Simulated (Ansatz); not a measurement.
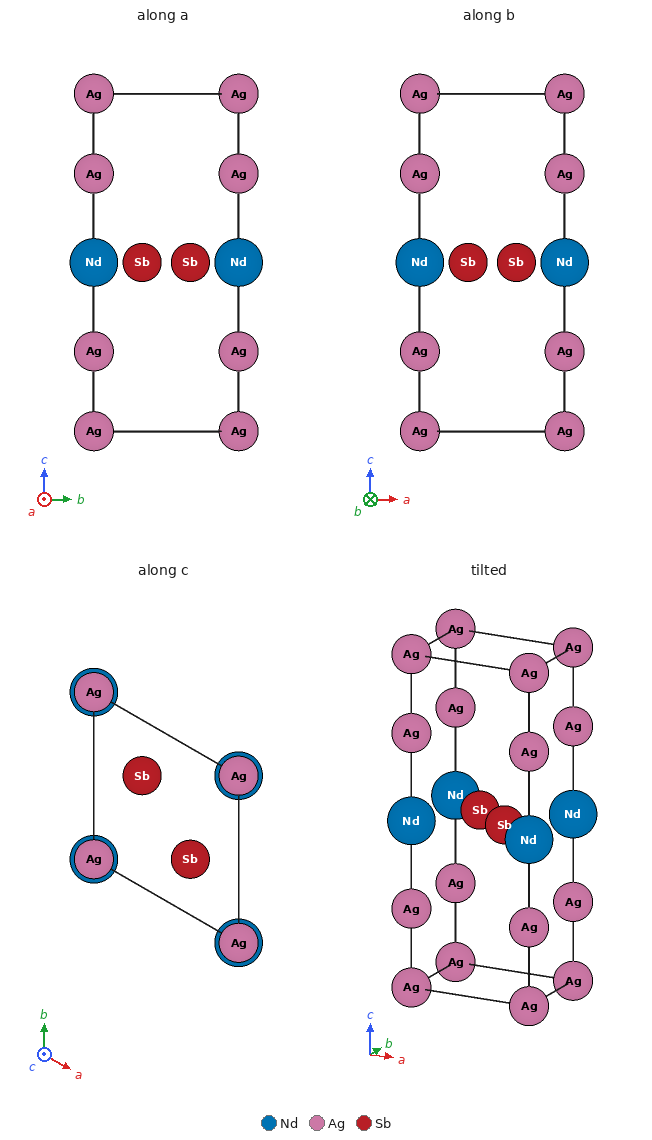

The crystal in a spheres-only representation, seen along the a axis, along the b axis, along the c axis and slightly off an axis. The wireframe shows the conventional unit cell.

Lattice parameters: a = 5.566 Å, b = 5.566 Å, c = 11.240 Å, α = 90.00°, β = 90.00°, γ = 120.00°.

Put the structure into a table of Wyckoff sites, with free fractional coordinates to two decimals.

Answer. Space group P6/mmm (No. 191).
| atom | site | x | y | z |
| --- | --- | --- | --- | --- |
| Nd | 1b | 0.00 | 0.00 | 0.50 |
| Ag | 2e | 0.00 | 0.00 | 0.24 |
| Ag | 1a | 0.00 | 0.00 | 0.00 |
| Sb | 2d | 0.3333 | 0.6667 | 0.50 |

The model was built from a random cell made by a generator, so it need not be a real form of the compound. What is shown is the relaxed result from Ansatz, DFT PBE, scalar-relativistic, plane waves, PAW; 4f electrons in the core of a trivalent norm-conserving potential.
